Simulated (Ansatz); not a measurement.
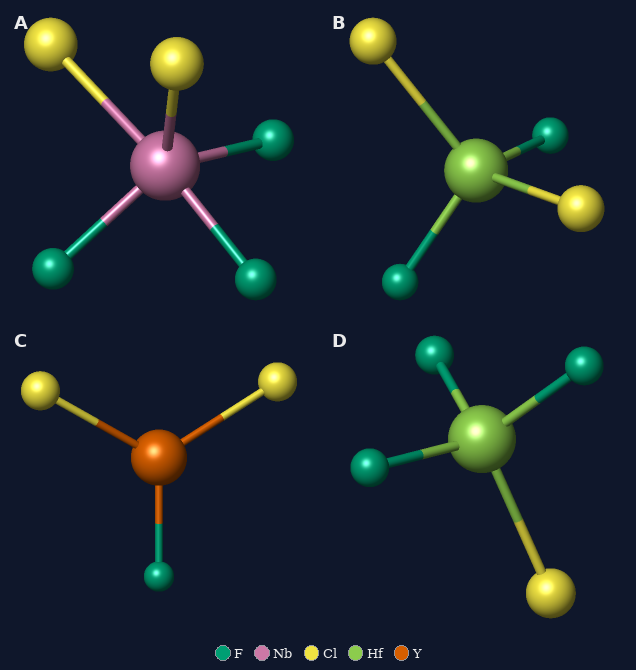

```sh
ansatz run in.yaml --threads 4 --pin off --events-out ev --progress --plain --max-ram 10444MiB
```

```yaml
crystal:
  periodic: [false, false, false]
  atoms:
    - {symbol: F, position_ang: [-0.671888, -0.515514, 1.714542]}
    - {symbol: Hf, position_ang: [0.015857, -0.091310, 0.004723]}
    - {symbol: F, position_ang: [1.827954, -0.626510, -0.074747]}
    - {symbol: F, position_ang: [-0.961433, -1.048142, -1.301352]}
    - {symbol: Cl, position_ang: [-0.160490, 2.207877, -0.384566]}
basis:
  gaussian: {orbitals: def2-TZVPP}
hamiltonian: {xc: {name: r2SCAN0}, dispersion: d4}
output: {orbitals: {seedname: orbitals}}
```

### Which picture belongs to the input above?

D. The file holds HfClF3, `[F][Hf]([F])([F])[Cl]`.
